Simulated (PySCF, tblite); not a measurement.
# C₄H₃BCl₂O: geometry, infrared bands and NMR shifts

Wanted: the infrared bands and NMR shifts of C₄H₃BCl₂O (`O=CC#CCB(Cl)Cl`), by calculation.

Computed with tblite 0.8.0 and PySCF 2.14.0, with density-fitted response routines of our own, on a single molecule in the gas phase. Atoms count from 0, in the outputs and in this text.

**1. The molecule as given**

11 atoms, charge 0, multiplicity 1; geometry from: force field or distance geometry start.

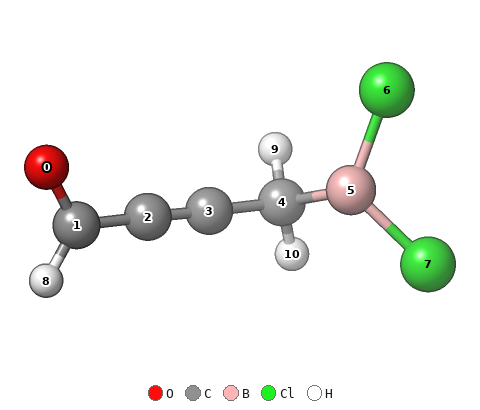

The starting geometry (oxygen red, carbon grey, boron pink, chlorine green, hydrogen white), atoms numbered.

**2. Geometry optimisation with GFN2-xTB**

The job: settings as JSON, then the geometry in Å.

```
{"job": {"kind": "relax", "xc": "GFN2-xTB", "basis": "xTB"}, "charge": 0, "multiplicity": 1}
O      3.443000    -0.803600     1.310900
C      2.868400     0.207900     0.756300
C      1.501800     0.121500     0.335100
C      0.326300     0.069600    -0.031100
C     -1.065500    -0.019600    -0.463700
B     -2.034500    -0.093500     0.786500
Cl    -2.724600    -1.769800     1.144800
Cl    -3.287500     1.284900     0.847700
H      3.451100     1.127800     0.628300
H     -1.148100    -0.976900    -1.046500
H     -1.324900     0.854500    -1.134600
```

Run with:

```sh
$ OMP_NUM_THREADS=1 python probes_run.py task.json out
```

This one command runs all jobs of the session in turn.

Standard output:

```text
step      E/eV     max force
  0    -664.57439    4.945
  1    -664.91520    4.805
  2    -665.22032    2.644
  3    -665.33965    2.945
  4    -665.46443    1.068
  5    -665.50270    0.616
  6    -665.53163    0.555
  7    -665.54859    0.422
  8    -665.56474    0.432
  9    -665.57871    0.353
 10    -665.59037    0.334
 11    -665.59828    0.219
 12    -665.60410    0.265
 13    -665.60877    0.202
 14    -665.61198    0.151
 15    -665.61436    0.138
 16    -665.61719    0.162
 17    -665.62102    0.213
 18    -665.62518    0.198
 19    -665.62837    0.158
 20    -665.63057    0.123
 21    -665.63238    0.125
 22    -665.63387    0.125
 23    -665.63489    0.091
 24    -665.63555    0.092
 25    -665.63627    0.087
 26    -665.63748    0.142
 27    -665.63958    0.200
 28    -665.64277    0.215
 29    -665.64620    0.188
 30    -665.64835    0.164
 31    -665.64949    0.117
 32    -665.65023    0.074
 33    -665.65074    0.060
 34    -665.65113    0.084
 35    -665.65154    0.087
 36    -665.65207    0.076
 37    -665.65277    0.085
 38    -665.65353    0.074
 39    -665.65410    0.068
 40    -665.65444    0.059
 41    -665.65469    0.045
 42    -665.65493    0.046
 43    -665.65513    0.040
 44    -665.65525    0.029
 45    -665.65532    0.030
 46    -665.65539    0.032
 47    -665.65551    0.045
 48    -665.65568    0.051
 49    -665.65590    0.061
 50    -665.65613    0.056
 51    -665.65631    0.033
 52    -665.65645    0.031
 53    -665.65652    0.018
 54    -665.65656    0.017
 55    -665.65660    0.016
 56    -665.65663    0.020
 57    -665.65667    0.019
 58    -665.65671    0.017
 59    -665.65675    0.017
 60    -665.65678    0.019
 61    -665.65680    0.018
 62    -665.65681    0.009
```

Wall time 0.67 s (1 thread of Arm Neoverse N1, shared host).

Step by step: (not every step is listed)

```
step  energy from step 0 (eV)  largest force (eV/Å)
   0                   0.0000                4.9454
   1                  -0.3408                4.8046
   2                  -0.6459                2.6443
   3                  -0.7653                2.9448
   4                  -0.8900                1.0677
   5                  -0.9283                0.6161
   6                  -0.9572                0.5548
   7                  -0.9742                0.4222
   8                  -0.9904                0.4318
  12                  -1.0297                0.2651
  16                  -1.0428                0.1617
  20                  -1.0562                0.1234
  24                  -1.0612                0.0916
  28                  -1.0684                0.2146
  32                  -1.0758                0.0744
  36                  -1.0777                0.0761
  40                  -1.0801                0.0594
  44                  -1.0809                0.0287
  48                  -1.0813                0.0512
  52                  -1.0821                0.0315
  56                  -1.0822                0.0198
  57                  -1.0823                0.0189
  58                  -1.0823                0.0175
  59                  -1.0824                0.0172
  60                  -1.0824                0.0190
  61                  -1.0824                0.0179
  62                  -1.0824                0.0093
```

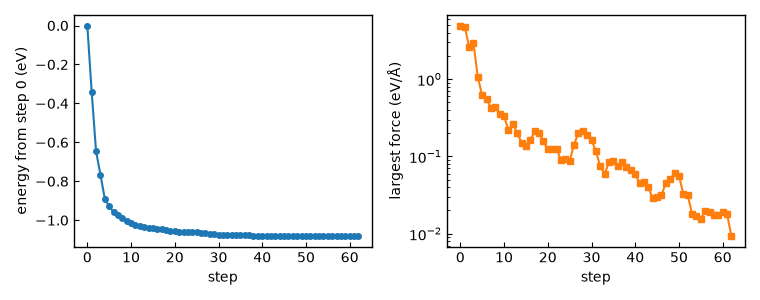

Energy and largest force along the relaxation.

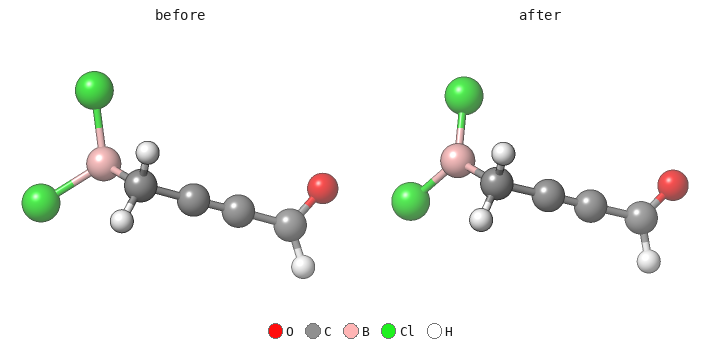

The geometry before (left) and after (right).

Close pairs (by a distance rule), those that changed most:

```
  bond  before (Å)  after (Å)  change (Å)
B5–Cl7       1.864      1.713      -0.151
B5–Cl6       1.848      1.710      -0.138
 O0–C1       1.289      1.202      -0.086
C4–H10       1.132      1.092      -0.040
 C4–H9       1.124      1.093      -0.031
 C2–C3       1.232      1.206      -0.026
 C4–B5       1.583      1.608      +0.024
 C3–C4       1.460      1.447      -0.013
```

The end geometry stands in the next job.

**3. Infrared spectrum with GFN2-xTB**

The job: settings as JSON, then the geometry in Å.

```
{"job": {"kind": "ir", "xc": "GFN2-xTB", "basis": "xTB"}, "charge": 0, "multiplicity": 1}
O      3.299668    -0.769345     1.380012
C      2.715460     0.139892     0.853042
C      1.389503     0.082650     0.332102
C      0.273729     0.013627    -0.119939
C     -1.075612    -0.042014    -0.638991
B     -2.103203    -0.131181     0.594326
Cl    -2.331443    -1.611908     1.419316
Cl    -2.941352     1.267606     1.119251
H      3.178525     1.139983     0.725510
H     -1.149217    -0.928156    -1.274429
H     -1.250634     0.841519    -1.256481
```

Standard output:

```text
mode    cm-1     km/mol
  1      -7.7      0.71
  2      30.6     11.75
  3      58.8      2.22
  4     122.6      4.00
  5     184.2      2.69
  6     238.0      2.05
  7     254.0      8.61
  8     284.6      3.00
  9     345.1      0.51
 10     433.9      4.29
 11     557.5     15.45
 12     583.1      1.46
 13     688.2     40.56
 14     801.2    110.56
 15     898.4     12.45
 16     904.0    112.45
 17     966.1    150.71
 18    1106.4     14.25
 19    1172.2     21.24
 20    1228.9     71.22
 21    1358.7     33.26
 22    1419.6     15.45
 23    1741.3    419.13
 24    2329.6    363.99
 25    2742.0    115.34
 26    2965.9      7.73
 27    2979.5     12.62
```

Run time: 0.61 s. Hardware: 1 thread of Arm Neoverse N1, shared host.

The strongest bands and the atoms that carry them (share of the mass-weighted mode):

```
cm⁻¹  km/mol                                atoms
 688    40.6           B5 52 %, H9 12 %, H10 11 %
 801   110.6                     C1 45 %, C4 28 %
 904   112.5  B5 29 %, C4 25 %, H9 20 %, H10 19 %
 966   150.7                     B5 67 %, C4 23 %
1229    71.2  C4 37 %, H10 21 %, C2 13 %, C3 12 %
1741   419.1                     C1 59 %, O0 39 %
2330   364.0                     C3 50 %, C2 48 %
2742   115.3                              H8 94 %
```

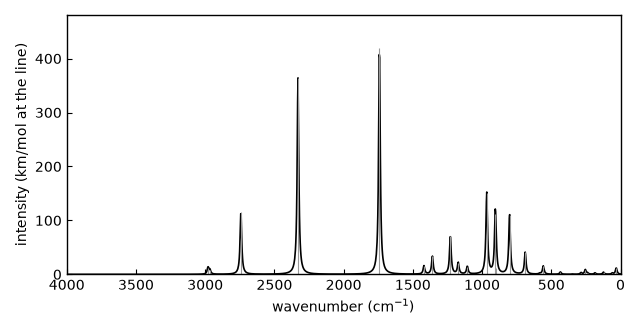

The infrared spectrum from these modes, unscaled. Lines are broadened to a width of 14 cm⁻¹ (Lorentzian).

**4. Nuclear shieldings: PBE0/pcSseg-1**

The job, as its differences from that of step 3:

```diff
@@ -1,2 +1,2 @@
-{"job": {"kind": "ir", "xc": "GFN2-xTB", "basis": "xTB"}, "charge": 0, "multiplicity": 1}
+{"job": {"kind": "nmr", "xc": "PBE0", "basis": "pcSseg-1"}, "charge": 0, "multiplicity": 1}
 O      3.299668    -0.769345     1.380012
```

Level: GIAO PBE0/pcSseg-1 NMR shielding, non-relativistic, gas phase.

Standard output:

```text
coarse grid: 11624 points
cycle   1  E = -1173.8500193063  dE =  1.358e+00  |g| = 7.984e-01  |ddm| = 3.559e+00
cycle   2  E = -1173.3870923262  dE =  4.629e-01  |g| = 1.691e+00  |ddm| = 3.355e+00
cycle   3  E = -1173.9793410782  dE = -5.922e-01  |g| = 1.708e-01  |ddm| = 2.669e+00
cycle   4  E = -1173.9853396117  dE = -5.999e-03  |g| = 8.607e-02  |ddm| = 2.819e-01
cycle   5  E = -1173.9868655931  dE = -1.526e-03  |g| = 3.733e-02  |ddm| = 9.655e-02
cycle   6  E = -1173.9871560664  dE = -2.905e-04  |g| = 1.247e-02  |ddm| = 3.899e-02
cycle   7  E = -1173.9871931133  dE = -3.705e-05  |g| = 3.567e-03  |ddm| = 1.160e-02
cycle   8  E = -1173.9871958860  dE = -2.773e-06  |g| = 9.967e-04  |ddm| = 3.983e-03
final grid: 106856 points
cycle   9  E = -1174.0409729169  dE = -1.496e-05  |g| = 1.194e-02  |ddm| = 4.079e-02
cycle  10  E = -1174.0408886886  dE =  8.423e-05  |g| = 2.368e-02  |ddm| = 3.445e-02
cycle  11  E = -1174.0410003273  dE = -1.116e-04  |g| = 2.050e-03  |ddm| = 2.447e-02
cycle  12  E = -1174.0410011454  dE = -8.181e-07  |g| = 4.995e-04  |ddm| = 2.376e-03
cycle  13  E = -1174.0410011863  dE = -4.087e-08  |g| = 2.467e-04  |ddm| = 5.399e-04
cycle  14  E = -1174.0410012008  dE = -1.448e-08  |g| = 5.727e-05  |ddm| = 2.082e-04
cycle  15  E = -1174.0410012015  dE = -7.290e-10  |g| = 1.489e-05  |ddm| = 6.505e-05
converged SCF energy = -1174.0410012015

GIAO shielding tensors (ppm)
atom      isotropic    diamagn.    paramagn.     s11        s22        s33       span
  0 O     -407.117     399.102    -806.219  -1114.881   -509.168    402.697   1517.578
  1 C        6.601     251.105    -244.504    -87.415      3.862    103.357    190.772
  2 C       99.005     260.766    -161.761     11.883     16.710    268.422    256.538
  3 C       87.543     262.356    -174.813     21.089     29.799    211.742    190.653
  4 C      164.776     253.151     -88.375    150.705    164.910    178.715     28.010
  5 B       41.897     188.837    -146.940     14.101     23.447     88.143     74.041
  6 Cl     658.977    1146.738    -487.761    363.197    710.725    903.008    539.811
  7 Cl     648.781    1146.260    -497.479    359.367    709.665    877.311    517.944
  8 H       22.245      27.419      -5.174     19.360     20.974     26.402      7.042
  9 H       28.958      28.930       0.027     25.934     26.930     34.009      8.075
 10 H       28.951      29.502      -0.551     25.043     27.824     33.987      8.945
```

Wall time 38 s (1 thread of Arm Neoverse N1, shared host); peak memory 0.73 GiB.

Shifts follow as δ = σ(reference) − σ, with reference shieldings (ppm) from runs at the same level and on the same kind of geometry: 1H TMS 31.72, 13C TMS 186.9, 17O H2O 336.1, 11B BF3·OEt2 100.1, 35Cl HCl 950. The references are single molecules in the gas phase, so shifts against H2O, NH3, PH3, H3PO4 or CFCl3 are not on the usual liquid scales and can be off by tens of ppm. Atoms listed in one row are averaged.

```
   atoms                                    environment  σ (ppm)  δ (ppm)  δ scaled to CDCl3
      C1                       aldehyde carbonyl carbon      6.6    180.3              174.1
      C3                                  alkyne carbon     87.5     99.4               95.1
      C2                                  alkyne carbon     99.0     87.9               83.9
      C4                propargylic sp3 CH2 bonded to B    164.8     22.1               19.7
      H8        hydrogen on an aldehyde carbonyl carbon    22.25     9.47               9.04
 H9, H10  hydrogen on a propargylic sp3 CH2 bonded to B    28.95     2.76               2.71
      O0                                aldehyde oxygen   -407.1    743.2                  –
      B5                        boron bonded to C, 2 Cl     41.9     58.2                  –
Cl6, Cl7                           chlorine bonded to B      654      296                  –
```

The scaled column applies a straight-line fit of computed shieldings to shifts measured in CDCl3, with any fitted terms for Cl, Br or S neighbours (root-mean-square error 0.16 ppm for H, 1.9 ppm for C).

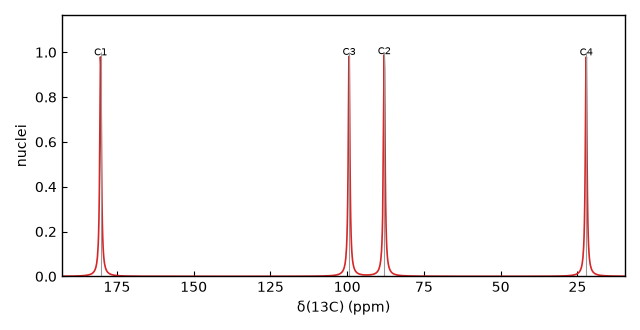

13C lines at the computed shifts, without couplings. Lines are broadened to a width of 0.63 ppm (Lorentzian).

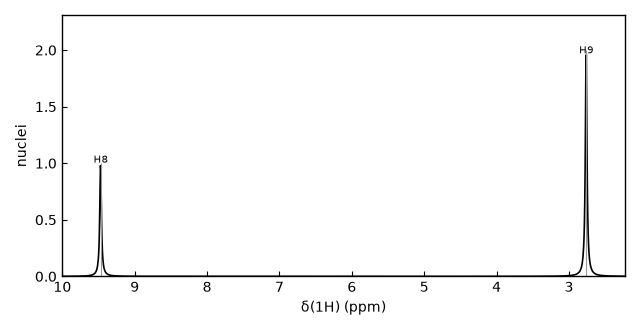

1H lines at the computed shifts, without couplings. Lines are broadened to a width of 0.03 ppm (Lorentzian).

Charges from the same density, by scheme (e):

```
   atoms  Mulliken    IAO  Hirshfeld  ESP fit
      O0     -0.33  -0.37      -0.22    -0.43
      C1      0.18   0.24       0.13     0.52
      C2     -0.21  -0.12      -0.07    -0.18
      C3      0.03   0.03      -0.01    -0.08
      C4     -0.32  -0.43      -0.13    -0.12
      B5      0.45   0.17       0.18     0.21
Cl6, Cl7     -0.13  -0.01      -0.03    -0.07
```

ESP fit charges:

```
atom  value (e)
  O0      -0.43
  C1       0.52
  C2      -0.18
  C3      -0.08
  C4      -0.12
  B5       0.21
 Cl6      -0.07
 Cl7      -0.08
  H8       0.00
  H9       0.13
 H10       0.11
```

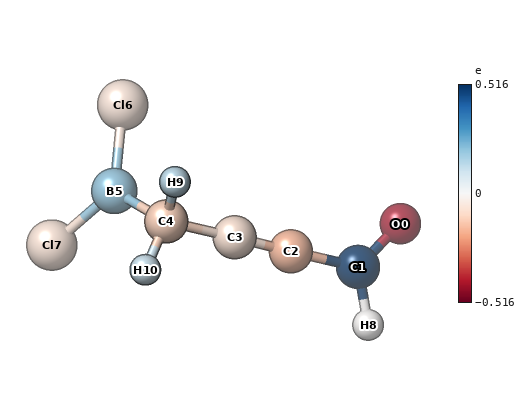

ESP fit charges, as colours on the atoms.

Mayer bond orders: O0–C1 1.97, C1–C2 1.12, C2–C3 2.33, C3–C4 1.14, C4–B5 0.93, B5–Cl6 1.23, B5–Cl7 1.22.

**5. What came out**

| quantity | value |
| --- | --- |
| strongest single infrared mode (GFN2-xTB) | 1741 cm⁻¹, 419 km/mol |
| zero-point energy (GFN2-xTB) | 37.7 kcal/mol |
| 13C shifts against TMS (PBE0/pcSseg-1) | 180.3, 99.4, 87.9, 22.1 ppm |
| 1H shifts against TMS (PBE0/pcSseg-1, means over atoms taken as alike) | 9.47, 2.76 ppm |
| 17O shifts against H2O (PBE0/pcSseg-1) | 743.2 ppm |
| 11B shifts against BF3·OEt2 (PBE0/pcSseg-1) | 58.2 ppm |
| 35Cl shifts against HCl (PBE0/pcSseg-1, means over atoms taken as alike) | 296 ppm |

**Reading.** Over 62 steps the energy fell by 1.082 eV; of the close pairs, B5–Cl7 changed most, 1.864 to 1.713 Å. The lowest mode is slightly imaginary (8i cm⁻¹), a soft motion within the noise of the Hessian, so the minimum is not strictly shown. The strongest single mode, at 1741 cm⁻¹, moves mainly C1 and O0. GFN2-xTB is a fitted tight-binding method: band positions and strengths are rough. Its intensities can rank the bands wrongly. The most deshielded carbon is C1 (aldehyde carbonyl carbon), at 180.3 ppm: low-lying n→π* states of the double bond to the heteroatom give a large paramagnetic term (-245 ppm). H8 (hydrogen on an aldehyde carbonyl carbon) lies farthest downfield among hydrogen, at 9.47 ppm; deshielded by the polar, anisotropic C=O bond. At PBE0/pcSseg-1: The widest tensor belongs to O0: span 1518 ppm, with a paramagnetic part of -806 ppm.
